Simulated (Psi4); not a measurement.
# BH5S (B(H2S)H3): wB97X-V/aug-cc-pVDZ

What is the vertical electron affinity of BH5S (B(H2S)H3) at wB97X-V/aug-cc-pVDZ? 

Program for the calculation: Psi4 1.11.

2 further runs of the same task are left out: 2 set aside as unsound or not needed.

## Step 1: The system as given

The species is BH5S (7 atoms), meant as a singlet with charge 0. As SMILES, `[H]B([H])([H])<-S`. The shape is that of a GFN2-xTB optimisation.

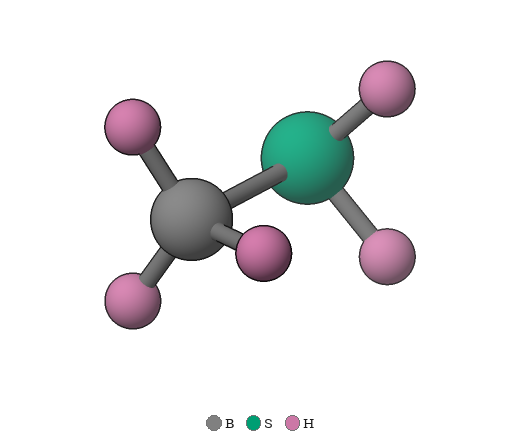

Viewed from a chosen angle; boron grey, sulfur teal, hydrogen pink.

## Step 2: A single-point energy at wB97X-V/aug-cc-pVDZ

The input, job.json:

```json
{
  "schema_name": "qcschema_input",
  "schema_version": 1,
  "molecule": {
    "schema_name": "qcschema_molecule",
    "schema_version": 2,
    "symbols": ["B", "S", "H", "H", "H", "H", "H"],
    "geometry": [0.24118575, -0.4105241, -1.54407632, 0.25331779, -0.43711255, 2.31005791, 0.95667385, 1.96060975, 2.67400026, -2.18155653, 0.12791556, 2.67367901, 2.41920849, -0.41003277, -2.03262721, -0.85604593, 1.47317379, -2.04423013, -0.8328023, -2.30404858, -2.03680351],
    "molecular_charge": 0,
    "molecular_multiplicity": 1,
    "fix_symmetry": "c1",
    "fix_com": true,
    "fix_orientation": true
  },
  "driver": "energy",
  "model": {
    "method": "wb97x-v",
    "basis": "aug-cc-pVDZ"
  },
  "keywords": {
    "puream": true,
    "e_convergence": 1e-09,
    "d_convergence": 1e-08,
    "scf_type": "pk",
    "dft_radial_points": 99,
    "dft_spherical_points": 590
  }
}
```

Command:

```
psi4 --qcschema job.json -n 1 --memory 1600MB
```

stdout:

```text
[...]
  Running in c1 symmetry.
[...]
  Nuclear repulsion =   54.189536810865818
[...]
  Multiplicity = 1
[...]
  Nalpha       = 13
  Nbeta        = 13
[...]
    Number of basis functions: 95
[...]
   @RKS iter   1:  -425.83330428519957   -3.17561e-01   4.01387e-03 DIIS/ADIIS
[...]
   @RKS iter  11:  -425.94858145718325   -2.95586e-12   1.89221e-09 DIIS
[...]
    Orbital Energies [Eh]
    ---------------------
    Doubly Occupied:
       1A    -88.954592     2A     -8.119936     3A     -6.800697
       4A     -6.075716     5A     -6.072830     6A     -6.067397
       7A     -0.941808     8A     -0.631755     9A     -0.603387
      10A     -0.525276    11A     -0.430222    12A     -0.408827
      13A     -0.398935
[...]
  @RKS Final Energy:  -425.94858145718325
   => Energetics <=
    Nuclear Repulsion Energy =             54.1895368108658175
    One-Electron Energy =                -692.6322233335266674
    Two-Electron Energy =                 235.4981566084076121
    DFT Exchange-Correlation Energy =     -23.1103874255807682
    Empirical Dispersion Energy =           0.0000000000000000
    VV10 Nonlocal Energy =                  0.1063358826507846
    Total Energy =                       -425.9485814571832520
[...]
 Multipole Moments:
 ------------------------------------------------------------------------------------
     Multipole            Electronic (a.u.)      Nuclear  (a.u.)        Total (a.u.)
 ------------------------------------------------------------------------------------
 L = 1.  Multiply by 2.5417464519 to convert [e a0] to [Debye]
 Dipole X            :         -5.0128687            4.7644910           -0.2483778
 Dipole Y            :          8.6216518           -8.1988036            0.4228483
 Dipole Z            :        -27.0674069           28.4745634            1.4071565
 Magnitude           :                                                    1.4901616
[...]
```

The result, in JSON:

```text
{
 "driver": "energy",
 "model": {
  "method": "wb97x-v",
  "basis": "aug-cc-pVDZ"
 },
 "success": true,
 "return_result": -425.94858145718325,
 "properties": {
  "calcinfo_nbasis": 95,
  "calcinfo_nmo": 95,
  "calcinfo_nalpha": 13,
  "calcinfo_nbeta": 13,
  "calcinfo_natom": 7,
  "nuclear_repulsion_energy": 54.18953681086582,
  "return_energy": -425.94858145718325,
  "scf_one_electron_energy": -692.6322233335267,
  "scf_two_electron_energy": 235.4981566084076,
  "scf_vv10_energy": 0.10633588265078457,
  "scf_xc_energy": -23.110387425580768,
  "scf_dipole_moment": [-0.24837776752363983, 0.4228482629605459, 1.407156466410921],
  "scf_total_energy": -425.94858145718325,
  "scf_iterations": 11
 }
}
```

Wall time 2.6 min (1 thread of Intel Xeon Platinum 8488C (Sapphire Rapids), shared host); peak memory 0.92 GiB.

## Step 3: The doublet anion, same level

The input, bh5s.json:

```json
{
 "schema_name": "qcschema_input",
 "schema_version": 1,
 "molecule": {
  "schema_name": "qcschema_molecule",
  "schema_version": 2,
  "symbols": ["B", "S", "H", "H", "H", "H", "H"],
  "geometry": [0.24118575, -0.4105241, -1.54407632, 0.25331779, -0.43711255, 2.31005791, 0.95667385, 1.96060975, 2.67400026, -2.18155653, 0.12791556, 2.67367901, 2.41920849, -0.41003277, -2.03262721, -0.85604593, 1.47317379, -2.04423013, -0.8328023, -2.30404858, -2.03680351],
  "molecular_charge": -1,
  "molecular_multiplicity": 2,
  "fix_symmetry": "c1"
 },
 "driver": "energy",
 "model": {
  "method": "wb97x-v",
  "basis": "aug-cc-pVDZ"
 },
 "keywords": {
  "reference": "uks",
  "puream": true,
  "e_convergence": 1e-09,
  "d_convergence": 1e-08,
  "scf_type": "pk",
  "dft_radial_points": 99,
  "dft_spherical_points": 590,
  "maxiter": 200
 }
}
```

Command:

```
psi4 --qcschema bh5s.json -n 1 --memory 1600MB
```

stdout:

```text
[...]
  Running in c1 symmetry.
[...]
  Nuclear repulsion =   54.189536810865818
[...]
  Multiplicity = 2
[...]
  Nalpha       = 14
  Nbeta        = 13
[...]
    Number of basis functions: 95
[...]
   @UKS iter   1:  -425.56294728760190   -4.72040e-02   6.19576e-03 DIIS/ADIIS
[...]
   @UKS iter  16:  -425.93216646151882   -2.16573e-11   6.14952e-09 DIIS
[...]
   @S^2 Observed:                7.504718274E-01
[...]
    Orbital Energies [Eh]
    ---------------------
    Alpha Occupied:
       1A    -88.790474     2A     -7.957450     3A     -6.666714
       4A     -5.912896     5A     -5.909921     6A     -5.905309
       7A     -0.783695     8A     -0.492926     9A     -0.442981
      10A     -0.373893    11A     -0.286942    12A     -0.277427
      13A     -0.260513    14A      0.013846
    Alpha Virtual:
      15A      0.133682    16A      0.140061    17A      0.143237
      18A      0.171668    19A      0.173613    20A      0.207113
      21A      0.208347    22A      0.213353    23A      0.225986
      24A      0.235720    25A      0.259072    26A      0.272416
[...]
  @UKS Final Energy:  -425.93216646151882
   => Energetics <=
    Nuclear Repulsion Energy =             54.1895368108658175
    One-Electron Energy =                -696.5633729262235647
    Two-Electron Energy =                 239.4636582685925816
    DFT Exchange-Correlation Energy =     -23.1303684146248685
    Empirical Dispersion Energy =           0.0000000000000000
    VV10 Nonlocal Energy =                  0.1083797998712620
    Total Energy =                       -425.9321664615188183
[...]
 Multipole Moments:
 ------------------------------------------------------------------------------------
     Multipole            Electronic (a.u.)      Nuclear  (a.u.)        Total (a.u.)
 ------------------------------------------------------------------------------------
 L = 1.  Multiply by 2.5417464519 to convert [e a0] to [Debye]
 Dipole X            :          1.7086339           -0.7884651            0.9201688
 Dipole Y            :         -2.9176643            1.3525114           -1.5651529
 Dipole Z            :          1.1600070           -1.8924657           -0.7324587
 Magnitude           :                                                    1.9577819
[...]
```

The result, in JSON:

```text
{
 "driver": "energy",
 "model": {
  "method": "wb97x-v",
  "basis": "aug-cc-pVDZ"
 },
 "success": true,
 "return_result": -425.9321664615188,
 "properties": {
  "calcinfo_nbasis": 95,
  "calcinfo_nmo": 95,
  "calcinfo_nalpha": 14,
  "calcinfo_nbeta": 13,
  "calcinfo_natom": 7,
  "nuclear_repulsion_energy": 54.18953681086582,
  "return_energy": -425.9321664615188,
  "scf_one_electron_energy": -696.5633729262236,
  "scf_two_electron_energy": 239.46365826859258,
  "scf_vv10_energy": 0.10837979987126199,
  "scf_xc_energy": -23.13036841462487,
  "scf_dipole_moment": [0.9201688109430024, -1.5651529014009087, -0.7324587295022083],
  "scf_total_energy": -425.9321664615188,
  "scf_iterations": 16
 }
}
```

Run time: 3.7 min. Hardware: 1 thread of Intel Xeon Platinum 8488C (Sapphire Rapids), shared host; peak memory 0.91 GiB.

## Step 4: What came out

At wB97X-V/aug-cc-pVDZ:

```
                                         quantity          value
                       singlet BH5S: total energy  -425.94858 Eh
                      singlet BH5S: dipole moment         3.79 D
                        singlet BH5S: HOMO energy      -10.86 eV
                        singlet BH5S: LUMO energy        0.58 eV
                      singlet BH5S: HOMO–LUMO gap       11.44 eV
                      doublet anion: total energy  -425.93217 Eh
doublet anion: HOMO energy (highest over α and β)        0.38 eV
 doublet anion: LUMO energy (lowest over α and β)        3.64 eV
                              doublet anion: ⟨S²⟩          0.750
vertical electron affinity (to the doublet anion)      -0.447 eV
```

The anion lies 0.45 eV (10.3 kcal/mol) above the neutral: the electron isn't bound at this level, and such a value depends on the basis. The HOMO (doublet anion) lies at positive energy, 0.38 eV; only total energies tell whether the electron is bound.
